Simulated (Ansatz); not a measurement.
# ZnO (zincite, P6_3mc): a volume series of phonon spectra, part 3 of 4

Aim: how the vibrations of ZnO (zincite) shift with volume, and the expansion that follows.

Ansatz 0.2.0; DFT LDA, scalar-relativistic, plane waves, PAW.

So far, highest frequency (cm⁻¹): step 5 (lattice dynamics at this volume, V/V0 1) 562.

## (9) Lattice dynamics at this volume, V/V0 0.985

The same q-mesh and k-mesh are kept at every volume, so that much of their error can cancel in the differences.

Contents of input.yaml:

```yaml
crystal:
  lattice:
    - [3.1708743007, 0.0, 0.0]
    - [-1.5854371503, 2.7460576966, 0.0]
    - [0.0, 0.0, 5.126814474]
  atoms:
    - { symbol: Zn, position: [0.3333333333, 0.6666666667, 0.5003164212] }
    - { symbol: Zn, position: [0.6666666667, 0.3333333333, 0.0003164212] }
    - { symbol: O, position: [0.6666666667, 0.3333333333, 0.3786935788] }
    - { symbol: O, position: [0.3333333333, 0.6666666667, 0.8786935788] }
kpoints:
  mp_grid: { grid: [9, 9, 6] }
hamiltonian:
  xc: lda
scf:
  occupations: { method: fixed }
output:
  eigenvalues: true
phonons:
  method: dfpt
  dielectric: true
  rigid_motions: translations
  qmesh: [3, 3, 2]
  temperatures: { t_max: 1000, t_step: 50 }
  qpath:
    path:
      - [[0.0, 0.0, 0.0], [0.5, 0.0, 0.0], [0.33333333, 0.33333333, 0.0], [0.0, 0.0, 0.0], [0.0, 0.0, 0.5], [0.5, 0.0, 0.5], [0.33333333, 0.33333333, 0.5], [0.0, 0.0, 0.5]]
      - [[0.5, 0.0, 0.5], [0.5, 0.0, 0.0]]
      - [[0.33333333, 0.33333333, 0.5], [0.33333333, 0.33333333, 0.0]]
    npoints: 10
```

Launch:

```
> ansatz run input.yaml --threads 4 --pin off --max-ram 8192MiB --backend cpu --events-out ev --progress --plain --runs-dir out
```

Numbers of over 12 decimals in the logs are rounded to 6 here.

Log:

```text
[...]
Crystal: 4 atoms, lattice volume = 44.641 Å³
Basis set: ecut = 420 eV, 857 PW (Γ), exchange–correlation on 48×48×72 points (8 copies of the dense FFT grid, shifted against one another)
Bands: 22, of which v1, the nominal top of the filled ones, is band 18 counted from 1 (17 counted from 0)
Symmetry: 12 space group operations
[...]
ω (cm⁻¹)  modes    IR ((D/Å)²/amu)
[...]
optical modes at Γ + LO–TO along q̂ = [0.0000, 0.0000, 1.0000]:
      ω (cm⁻¹)  modes    IR ((D/Å)²/amu)
[...]
421.08      2            30.8714
        454.64      2             0.0000
        561.93      1            16.3045
        564.87      1             0.0000
--- Phonons (arbitrary-q DFPT): 6 irreducible q on the 3×3×2 mesh ---
[...]
interpolated dispersion: 94 rows × 12 modes
[...]
[key lines of the parts left out:]
SCF converged after 10 iterations
Free energy (F): -7603.934538 eV
Fermi energy:    7.779941 eV
```

It took 4 min on 4 threads of Arm Neoverse V2, shared host; peak memory 1.3 GiB.

LO-TO term included. Phonon branches along the path, in cm⁻¹:

```csv
point,branch 1,branch 2,branch 3,branch 4,branch 9,branch 10,branch 11,branch 12
Γ,0,0,0,87,455,455,565,570
M,85,123,141,165,505,518,565,568
K,139,142,142,179,505,539,539,549
Γ,0,0,0,87,455,455,565,570
A,66,66,66,66,438,438,567,567
L,112,112,116,116,483,483,572,572
H,94,94,163,163,529,529,551,551
A,66,66,66,66,438,438,567,567
jump to L,112,112,116,116,483,483,572,572
M,85,123,141,165,505,518,565,568
jump to H,94,94,163,163,529,529,551,551
K,139,142,142,179,505,539,539,549
```

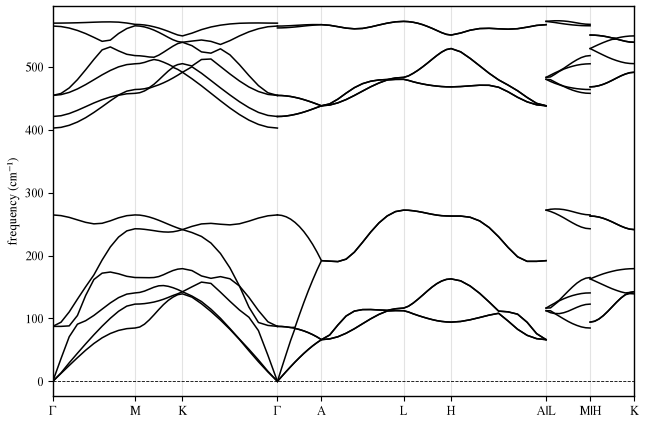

Phonon branches along the path.

No mode is imaginary beyond numerical noise at the solved wavevectors. The highest zone-centre mode (no LO–TO term) moved by +2.1 % for a volume change of -1.5 %.

## (10) Relaxing at fixed volume, V/V0 1.03

The volume is fixed at the new value while shape and atoms relax, so that only the volume differs between members of the series.

The cell differs from the one that the last finished run ended in (a 3.171 → 3.218 Å, b 3.171 → 3.218 Å, c 5.127 → 5.204 Å).

Contents of input.yaml:

```yaml
crystal:
  lattice:
    - [3.2184444985, 0.0, 0.0]
    - [-1.6092222492, 2.7872546964, 0.0]
    - [0.0, 0.0, 5.2037281438]
  atoms:
    - { symbol: Zn, position: [0.3333333333, 0.6666666667, 0.5003164212] }
    - { symbol: Zn, position: [0.6666666667, 0.3333333333, 0.0003164212] }
    - { symbol: O, position: [0.6666666667, 0.3333333333, 0.3786935788] }
    - { symbol: O, position: [0.3333333333, 0.6666666667, 0.8786935788] }
kpoints:
  mp_grid: { grid: [9, 9, 6] }
hamiltonian:
  xc: lda
scf:
  occupations: { method: fixed }
output:
  forces: true
  stress: true
  eigenvalues: true
relax:
  adjacent_minimum: "off"
  f_tol: 0.001
  max_steps: 60
  cell: { stress_tol: 0.01, fix: [volume] }
```

Log:

```text
[...]
Crystal: 4 atoms, lattice volume = 46.681 Å³
Basis set: ecut = 420 eV, 941 PW (Γ)
Bands: 22, of which v1, the nominal top of the filled ones, is band 18 counted from 1 (17 counted from 0)
Symmetry: 12 space group operations
[...]
k-points: 48 of 486 (time reversal used)
[...]
--- Relaxed structure (5 steps of the walk, 5 accepted, 2 SCFs on fresh bases) ---
[...]
cell:  # Å, volume = 46.6807 Å³
    - [3.218623, -2.8869067571634007e-11, 0]
    - [-1.609312, 2.787410, 0]
    - [0, 0, 5.203150]
  atoms:
    - { symbol: Zn, position: [0.333333, 0.666667, 0.500254] }
    - { symbol: Zn, position: [0.666667, 0.333333, 0.000253852] }
    - { symbol: O, position: [0.666667, 0.333333, 0.378756] }
    - { symbol: O, position: [0.333333, 0.666667, 0.878756] }
[key lines of the parts left out:]
SCF converged after 5 iterations
Free energy (F): -7603.920203 eV
Fermi energy:    7.071862 eV
P = ⅓ Tr σ = -4.4609 GPa (-44.609 kbar)
```

Wall time 8.1 s (4 threads); peak memory 0.39 GiB; 30 s of CPU time.

Little changed from the start: no atom moved by 0.005 Å and no cell edge by 0.1 %.

## (11) Phonons, V/V0 1.03

The same q-mesh and k-mesh are kept at every volume, so that much of their error can cancel in the differences.

Contents of input.yaml:

```yaml
crystal:
  lattice:
    - [3.2186234169, 0.0, 0.0]
    - [-1.6093117084, 2.7874096443, 0.0]
    - [0.0, 0.0, 5.2031496252]
  atoms:
    - { symbol: Zn, position: [0.3333333333, 0.6666666667, 0.5002538523] }
    - { symbol: Zn, position: [0.6666666667, 0.3333333333, 0.0002538523] }
    - { symbol: O, position: [0.6666666667, 0.3333333333, 0.3787561477] }
    - { symbol: O, position: [0.3333333333, 0.6666666667, 0.8787561477] }
kpoints:
  mp_grid: { grid: [9, 9, 6] }
hamiltonian:
  xc: lda
scf:
  occupations: { method: fixed }
output:
  eigenvalues: true
phonons:
  method: dfpt
  dielectric: true
  rigid_motions: translations
  qmesh: [3, 3, 2]
  temperatures: { t_max: 1000, t_step: 50 }
  qpath:
    path:
      - [[0.0, 0.0, 0.0], [0.5, 0.0, 0.0], [0.33333333, 0.33333333, 0.0], [0.0, 0.0, 0.0], [0.0, 0.0, 0.5], [0.5, 0.0, 0.5], [0.33333333, 0.33333333, 0.5], [0.0, 0.0, 0.5]]
      - [[0.5, 0.0, 0.5], [0.5, 0.0, 0.0]]
      - [[0.33333333, 0.33333333, 0.5], [0.33333333, 0.33333333, 0.0]]
    npoints: 10
```

Log:

```text
[...]
Crystal: 4 atoms, lattice volume = 46.681 Å³
Basis set: ecut = 420 eV, 941 PW (Γ), exchange–correlation on 48×48×72 points (8 copies of the dense FFT grid, shifted against one another)
Bands: 22, of which v1, the nominal top of the filled ones, is band 18 counted from 1 (17 counted from 0)
Symmetry: 12 space group operations
[...]
ω (cm⁻¹)  modes    IR ((D/Å)²/amu)
[...]
optical modes at Γ + LO–TO along q̂ = [0.0000, 0.0000, 1.0000]:
      ω (cm⁻¹)  modes    IR ((D/Å)²/amu)
[...]
384.93      2            31.6032
        416.06      2             0.0000
        528.75      1            16.6745
        530.82      1             0.0000
--- Phonons (arbitrary-q DFPT): 6 irreducible q on the 3×3×2 mesh ---
[...]
interpolated dispersion: 94 rows × 12 modes
[...]
[key lines of the parts left out:]
SCF converged after 10 iterations
Free energy (F): -7603.920204 eV
Fermi energy:    7.071861 eV
```

Wall time 4.1 min (4 threads); peak memory 1.2 GiB.

LO-TO term included. The phonon branches at the labelled points (cm⁻¹):

```csv
point,branch 1,branch 2,branch 3,branch 4,branch 9,branch 10,branch 11,branch 12
Γ,0,0,0,95,416,416,531,536
M,92,124,145,165,466,481,531,535
K,142,144,144,179,467,506,506,512
Γ,0,0,0,95,416,416,531,536
A,72,72,72,72,401,401,535,535
L,117,117,122,122,444,444,539,539
H,102,102,164,164,491,491,517,517
A,72,72,72,72,401,401,535,535
jump to L,117,117,122,122,444,444,539,539
M,92,124,145,165,466,481,531,535
jump to H,102,102,164,164,491,491,517,517
K,142,144,144,179,467,506,506,512
```

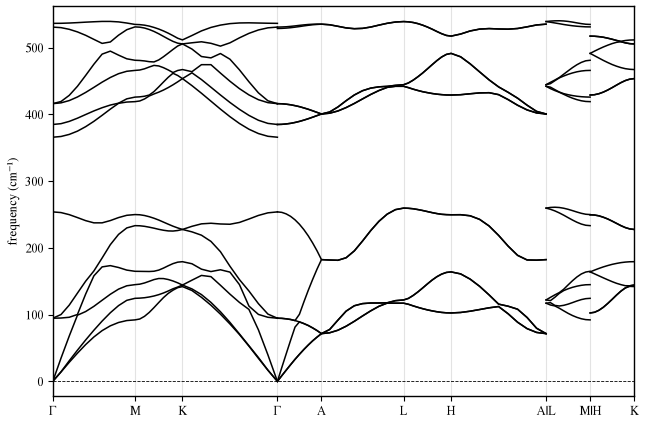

Phonon branches along the path.

No mode is imaginary beyond numerical noise at the solved wavevectors. The highest zone-centre mode (no LO–TO term) moved by -4.1 % for a volume change of +3.0 %.

## (12) Relaxing at fixed volume, V/V0 0.97

Each volume of the series is relaxed in shape and positions, since modes respond to internal strain as well.

The cell differs from the one that the last finished run ended in (a 3.219 → 3.155 Å, b 3.219 → 3.155 Å, c 5.203 → 5.101 Å).

Contents of input.yaml:

```yaml
crystal:
  lattice:
    - [3.1546960891, 0.0, 0.0]
    - [-1.5773480445, 2.7320469544, 0.0]
    - [0.0, 0.0, 5.1006568022]
  atoms:
    - { symbol: Zn, position: [0.3333333333, 0.6666666667, 0.5003164212] }
    - { symbol: Zn, position: [0.6666666667, 0.3333333333, 0.0003164212] }
    - { symbol: O, position: [0.6666666667, 0.3333333333, 0.3786935788] }
    - { symbol: O, position: [0.3333333333, 0.6666666667, 0.8786935788] }
kpoints:
  mp_grid: { grid: [9, 9, 6] }
hamiltonian:
  xc: lda
scf:
  occupations: { method: fixed }
output:
  forces: true
  stress: true
  eigenvalues: true
  write_density: true
  write_potential: true
  elf: true
  volumetric_format: npy
relax:
  adjacent_minimum: "off"
  f_tol: 0.001
  max_steps: 60
  cell: { stress_tol: 0.01, fix: [volume] }
```

Log:

```text
[...]
Crystal: 4 atoms, lattice volume = 43.961 Å³
Basis set: ecut = 420 eV, 845 PW (Γ)
Bands: 22, of which v1, the nominal top of the filled ones, is band 18 counted from 1 (17 counted from 0)
Symmetry: 12 space group operations
[...]
k-points: 48 of 486 (time reversal used)
[...]
--- Relaxed structure (4 steps of the walk, 4 accepted, 2 SCFs on fresh bases) ---
[...]
cell:  # Å, volume = 43.9614 Å³
    - [3.154417, -2.8865020774593294e-11, 0]
    - [-1.577208, 2.731805, 0]
    - [0, 0, 5.101561]
  atoms:
    - { symbol: Zn, position: [0.333333, 0.666667, 0.500381] }
    - { symbol: Zn, position: [0.666667, 0.333333, 0.000380884] }
    - { symbol: O, position: [0.666667, 0.333333, 0.378629] }
    - { symbol: O, position: [0.333333, 0.666667, 0.878629] }
[key lines of the parts left out:]
SCF converged after 5 iterations
Free energy (F): -7603.918015 eV
Fermi energy:    8.031754 eV
P = ⅓ Tr σ = 5.2480 GPa (52.480 kbar)
```

The job ended after 6.9 s (4 threads; peak memory 0.39 GiB).

Little changed from the start: no atom moved by 0.005 Å and no cell edge by 0.1 %.

## (13) Phonons, V/V0 0.97

The same q-mesh and k-mesh are kept at every volume, so that much of their error can cancel in the differences.

Contents of input.yaml:

```yaml
crystal:
  lattice:
    - [3.1544166071, 0.0, 0.0]
    - [-1.5772083035, 2.7318049159, 0.0]
    - [0.0, 0.0, 5.1015606808]
  atoms:
    - { symbol: Zn, position: [0.3333333333, 0.6666666667, 0.5003808841] }
    - { symbol: Zn, position: [0.6666666667, 0.3333333333, 0.0003808841] }
    - { symbol: O, position: [0.6666666667, 0.3333333333, 0.3786291159] }
    - { symbol: O, position: [0.3333333333, 0.6666666667, 0.8786291159] }
kpoints:
  mp_grid: { grid: [9, 9, 6] }
hamiltonian:
  xc: lda
scf:
  occupations: { method: fixed }
output:
  eigenvalues: true
phonons:
  method: dfpt
  dielectric: true
  rigid_motions: translations
  qmesh: [3, 3, 2]
  temperatures: { t_max: 1000, t_step: 50 }
  qpath:
    path:
      - [[0.0, 0.0, 0.0], [0.5, 0.0, 0.0], [0.33333333, 0.33333333, 0.0], [0.0, 0.0, 0.0], [0.0, 0.0, 0.5], [0.5, 0.0, 0.5], [0.33333333, 0.33333333, 0.5], [0.0, 0.0, 0.5]]
      - [[0.5, 0.0, 0.5], [0.5, 0.0, 0.0]]
      - [[0.33333333, 0.33333333, 0.5], [0.33333333, 0.33333333, 0.0]]
    npoints: 10
```

Log:

```text
[...]
Crystal: 4 atoms, lattice volume = 43.961 Å³
Basis set: ecut = 420 eV, 845 PW (Γ), exchange–correlation on 48×48×72 points (8 copies of the dense FFT grid, shifted against one another)
Bands: 22, of which v1, the nominal top of the filled ones, is band 18 counted from 1 (17 counted from 0)
Symmetry: 12 space group operations
[...]
ω (cm⁻¹)  modes    IR ((D/Å)²/amu)
[...]
optical modes at Γ + LO–TO along q̂ = [0.0000, 0.0000, 1.0000]:
      ω (cm⁻¹)  modes    IR ((D/Å)²/amu)
[...]
433.67      2            30.6162
        468.14      2             0.0000
        573.78      1            16.1790
        577.29      1             0.0000
--- Phonons (arbitrary-q DFPT): 6 irreducible q on the 3×3×2 mesh ---
[...]
interpolated dispersion: 94 rows × 12 modes
[...]
[key lines of the parts left out:]
SCF converged after 10 iterations
Free energy (F): -7603.918017 eV
Fermi energy:    8.031753 eV
```

Wall time 3.9 min (4 threads); peak memory 1.3 GiB.

LO-TO term included. Phonon branches along the path, in cm⁻¹:

```csv
point,branch 1,branch 2,branch 3,branch 4,branch 9,branch 10,branch 11,branch 12
Γ,0,0,0,84,468,468,577,581
M,82,122,138,164,519,531,577,579
K,138,141,141,178,518,551,551,563
Γ,0,0,0,84,468,468,577,581
A,64,64,64,64,451,451,579,579
L,110,110,114,114,497,497,584,584
H,90,90,162,162,542,542,562,562
A,64,64,64,64,451,451,579,579
jump to L,110,110,114,114,497,497,584,584
M,82,122,138,164,519,531,577,579
jump to H,90,90,162,162,542,542,562,562
K,138,141,141,178,518,551,551,563
```

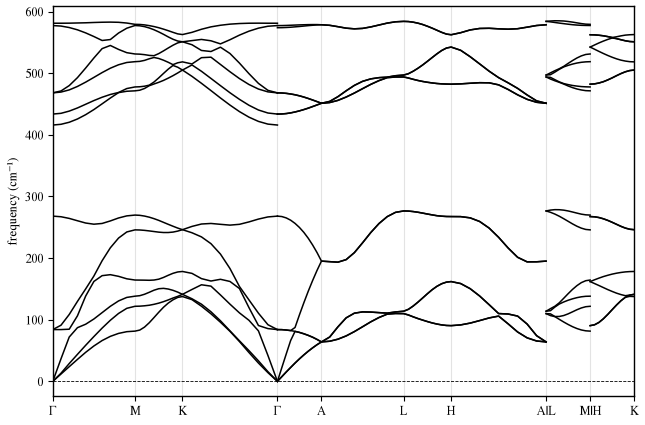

Phonon branches along the path.

No mode is imaginary beyond numerical noise at the solved wavevectors. The highest zone-centre mode (no LO–TO term) moved by +4.3 % for a volume change of -3.0 %.

## (14) Relaxing at fixed volume, V/V0 1.05

The volume is fixed at the new value while shape and atoms relax, so that only the volume differs between members of the series.

The cell differs from the one that the last finished run ended in (a 3.154 → 3.239 Å, b 3.154 → 3.239 Å, c 5.102 → 5.237 Å).

Contents of input.yaml:

```yaml
crystal:
  lattice:
    - [3.2391424596, 0.0, 0.0]
    - [-1.6195712298, 2.8051796565, 0.0]
    - [0.0, 0.0, 5.2371935532]
  atoms:
    - { symbol: Zn, position: [0.3333333333, 0.6666666667, 0.5003164212] }
    - { symbol: Zn, position: [0.6666666667, 0.3333333333, 0.0003164212] }
    - { symbol: O, position: [0.6666666667, 0.3333333333, 0.3786935788] }
    - { symbol: O, position: [0.3333333333, 0.6666666667, 0.8786935788] }
kpoints:
  mp_grid: { grid: [9, 9, 6] }
hamiltonian:
  xc: lda
scf:
  occupations: { method: fixed }
output:
  forces: true
  stress: true
  eigenvalues: true
  write_density: true
  write_potential: true
  elf: true
  volumetric_format: npy
relax:
  adjacent_minimum: "off"
  f_tol: 0.001
  max_steps: 60
  cell: { stress_tol: 0.01, fix: [volume] }
```

Log:

```text
[...]
Crystal: 4 atoms, lattice volume = 47.587 Å³
Basis set: ecut = 420 eV, 941 PW (Γ)
Bands: 22, of which v1, the nominal top of the filled ones, is band 18 counted from 1 (17 counted from 0)
Symmetry: 12 space group operations
[...]
k-points: 48 of 486 (time reversal used)
[...]
--- Relaxed structure (4 steps of the walk, 4 accepted, 1 SCFs on fresh bases) ---
[...]
cell:  # Å, volume = 47.5871 Å³
    - [3.239474, 0.0, 0]
    - [-1.619737, 2.805467, 0]
    - [0, 0, 5.236122]
  atoms:
    - { symbol: Zn, position: [0.333333, 0.666667, 0.500211] }
    - { symbol: Zn, position: [0.666667, 0.333333, 0.000210992] }
    - { symbol: O, position: [0.666667, 0.333333, 0.378799] }
    - { symbol: O, position: [0.333333, 0.666667, 0.878799] }
[key lines of the parts left out:]
SCF converged after 5 iterations
Free energy (F): -7603.887786 eV
Fermi energy:    6.779008 eV
P = ⅓ Tr σ = -7.0460 GPa (-70.460 kbar)
```

It took 6.1 s on 4 threads; peak memory 0.4 GiB; 23 s of CPU time.

## (15) Phonons, V/V0 1.05

The same q-mesh and k-mesh are kept at every volume, so that much of their error can cancel in the differences.

Contents of input.yaml:

```yaml
crystal:
  lattice:
    - [3.2394738833, 0.0, 0.0]
    - [-1.6197369416, 2.8054666778, 0.0]
    - [0.0, 0.0, 5.2361219958]
  atoms:
    - { symbol: Zn, position: [0.3333333333, 0.6666666667, 0.5002109917] }
    - { symbol: Zn, position: [0.6666666667, 0.3333333333, 0.0002109917] }
    - { symbol: O, position: [0.6666666667, 0.3333333333, 0.3787990083] }
    - { symbol: O, position: [0.3333333333, 0.6666666667, 0.8787990083] }
kpoints:
  mp_grid: { grid: [9, 9, 6] }
hamiltonian:
  xc: lda
scf:
  occupations: { method: fixed }
output:
  eigenvalues: true
phonons:
  method: dfpt
  dielectric: true
  rigid_motions: translations
  qmesh: [3, 3, 2]
  temperatures: { t_max: 1000, t_step: 50 }
  qpath:
    path:
      - [[0.0, 0.0, 0.0], [0.5, 0.0, 0.0], [0.33333333, 0.33333333, 0.0], [0.0, 0.0, 0.0], [0.0, 0.0, 0.5], [0.5, 0.0, 0.5], [0.33333333, 0.33333333, 0.5], [0.0, 0.0, 0.5]]
      - [[0.5, 0.0, 0.5], [0.5, 0.0, 0.0]]
      - [[0.33333333, 0.33333333, 0.5], [0.33333333, 0.33333333, 0.0]]
    npoints: 10
```

Log:

```text
[...]
Crystal: 4 atoms, lattice volume = 47.587 Å³
Basis set: ecut = 420 eV, 941 PW (Γ), exchange–correlation on 48×48×72 points (8 copies of the dense FFT grid, shifted against one another)
Bands: 22, of which v1, the nominal top of the filled ones, is band 18 counted from 1 (17 counted from 0)
Symmetry: 12 space group operations
[...]
ω (cm⁻¹)  modes    IR ((D/Å)²/amu)
[...]
optical modes at Γ + LO–TO along q̂ = [0.0000, 0.0000, 1.0000]:
      ω (cm⁻¹)  modes    IR ((D/Å)²/amu)
[...]
369.91      2            31.9055
        400.08      2             0.0000
        514.90      1            16.8405
        516.92      1             0.0000
--- Phonons (arbitrary-q DFPT): 6 irreducible q on the 3×3×2 mesh ---
[...]
interpolated dispersion: 94 rows × 12 modes
[...]
[key lines of the parts left out:]
SCF converged after 9 iterations
Free energy (F): -7603.887786 eV
Fermi energy:    6.779007 eV
```

It took 4.2 min on 4 threads; peak memory 1.3 GiB.

LO-TO term included. The phonon branches at the labelled points (cm⁻¹):

```csv
point,branch 1,branch 2,branch 3,branch 4,branch 9,branch 10,branch 11,branch 12
Γ,0,0,0,97,400,400,517,522
M,94,125,146,164,450,466,517,522
K,142,144,144,178,452,492,492,496
Γ,0,0,0,97,400,400,517,522
A,73,73,73,73,385,385,522,522
L,118,118,123,123,428,428,526,526
H,105,105,164,164,476,476,504,504
A,73,73,73,73,385,385,522,522
jump to L,118,118,123,123,428,428,526,526
M,94,125,146,164,450,466,517,522
jump to H,105,105,164,164,476,476,504,504
K,142,144,144,178,452,492,492,496
```

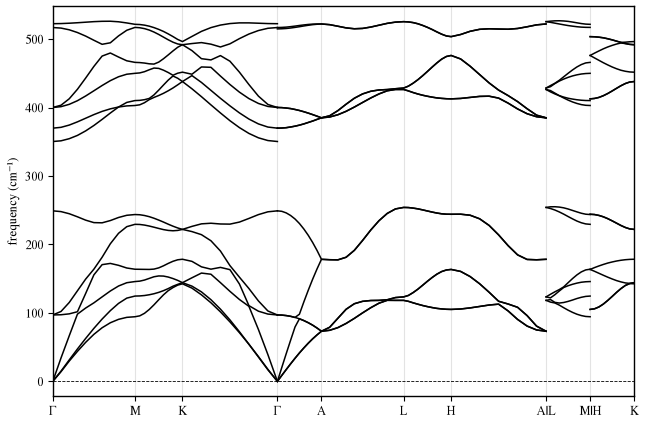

Phonon branches along the path.

No mode is imaginary beyond numerical noise at the solved wavevectors. The highest zone-centre mode (no LO–TO term) moved by -6.6 % for a volume change of +5.0 %.

(Part 3 of 4 ends here.)

[Logs are printed without paths, hosts, clocks, repeated set-up lines and the standing remarks that a program may print on its own settings, such as how far it seeks lower states.]

[Hosts, paths, dates, database ids (printed as entryN), source tags and the programs' standing remarks are cut or masked in the printed files.]

[A step with changed settings may run another functional than the one named; its input shows which.]

[Of the runs on displaced cells, only some may be shown.]
